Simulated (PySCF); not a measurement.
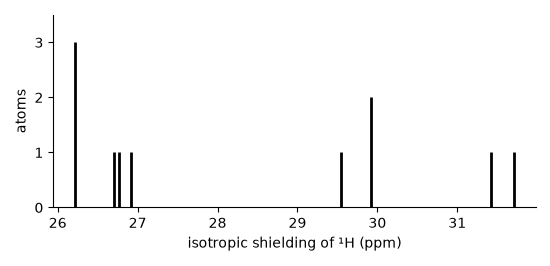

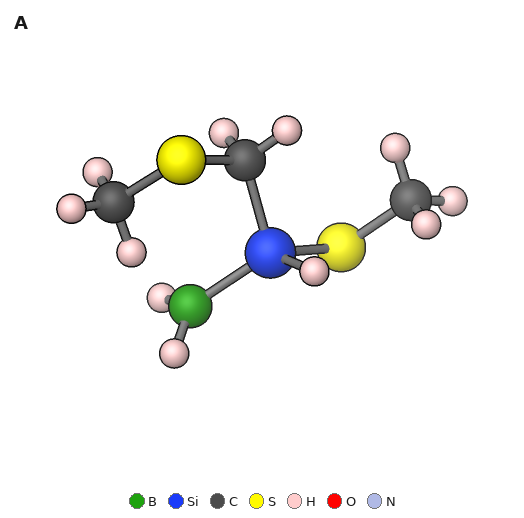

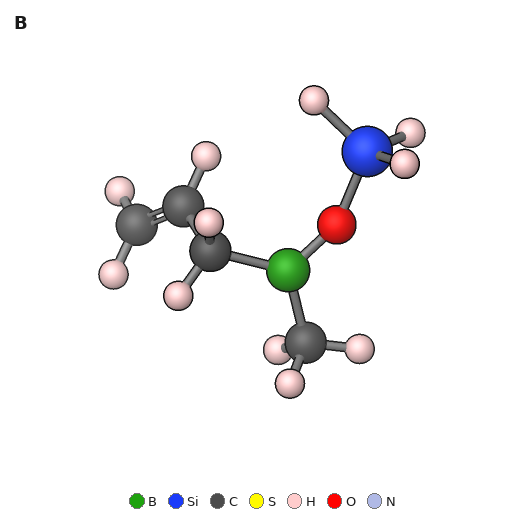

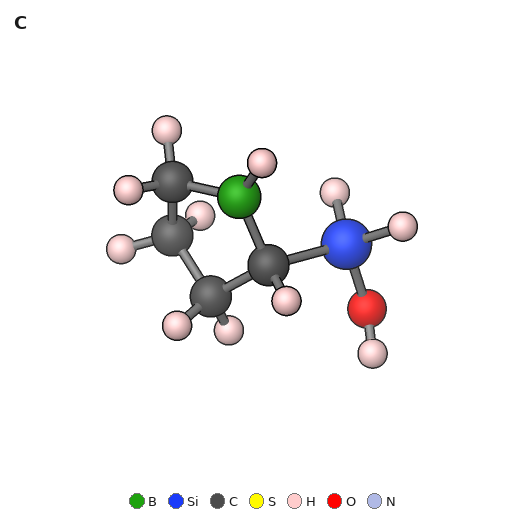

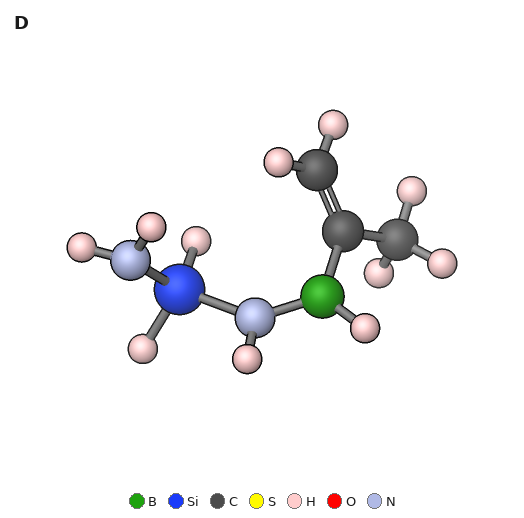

The sticks are computed shieldings of one of the molecules, for one fixed geometry (GFN2-xTB) without averaging over rotations. Low shielding means a high chemical shift. Method: GIAO PBE0/pcSseg-1 NMR shielding, non-relativistic, gas phase (PySCF 2.14.0).

**Which molecule gives this pattern?**

D, `C=C(C)BN[SiH2]N`. Its 11 H atoms give lines at 26.22 (3 atoms), 26.70, 26.76, 26.92, 29.54, 29.92 (2 atoms), 31.43, 31.71 ppm.

The geometry is semi-empirical. Around B, Si such bond lengths and angles can be off by a tenth of an ångström or more and by several degrees, and values that hang on the shape move with them.
